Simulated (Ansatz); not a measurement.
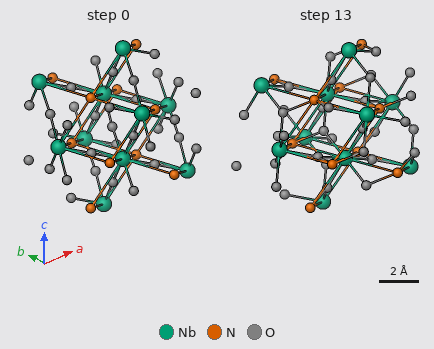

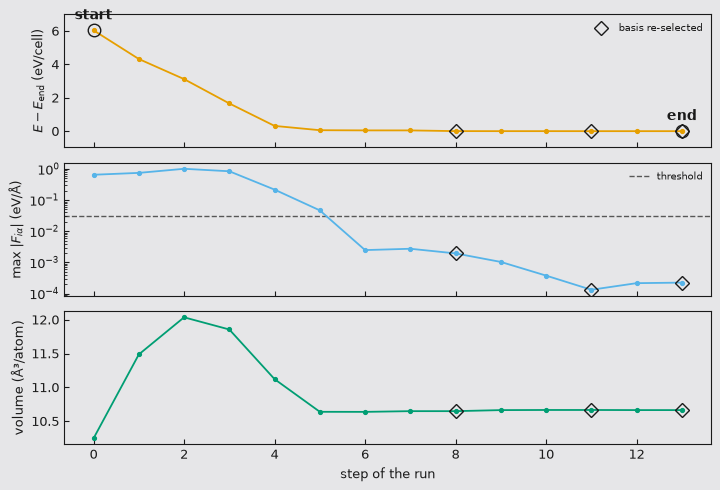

First and last geometry of a relaxation of crystalline NbNO₃ (a generated structure, set up in R-3c), with the history of the run. The picture is a ball-and-stick view of the atoms within 5.0 Å of the atom that moves most (axes of the cell of the calculation), seen slightly off an axis.

The start is a swapped structure.

Level of theory: DFT, PAW plane waves, PBE (Ansatz 0.2.0). Set-up: plane-wave cutoff 420 eV; k-point mesh 5 × 5 × 5; occupations cold; smearing width 0.0258 eV; no spin polarisation; cell and atoms relaxed; force threshold 0.03 eV/Å; at most 80 steps.

Question: What do the curves and the structures tell?

Answer: It converged. The largest moves relative to the cell, 0.63 Å, are those of O atoms. N and Nb stay in place. The drawn cell changes as follows: a = b 4.779 → 4.998 Å (+4.6 %), c 5.869 → 5.712 Å (−2.7 %), β 66.0° → 64.1°; the volume changes by +4.1 %. Among the contacts that change: N–O 2.323 → 1.795 Å, Nb–O 1.893 → 2.024 Å, N–Nb 3.048 → 3.138 Å. Among the angles between lasting bonds that change: Nb–O–Nb 175.9° → 139.3°, O–Nb–O 101.6° → 93.2°, O–Nb–O 78.4° → 86.8°. The space group stays R-3c (No. 167). The energy falls by 6.034 eV per cell of the calculation in 10 accepted moves (13 points after the start). The largest force component goes from 0.65 to 0.00022 eV/Å. The pressure goes from 36.28 to 0.00 GPa. At 3 points the geometry stayed and the basis and grid were re-selected for the new cell (energy shift of 41.8 meV per cell of the calculation at most each time). The run took about 2.7 core-minutes on a shared host.
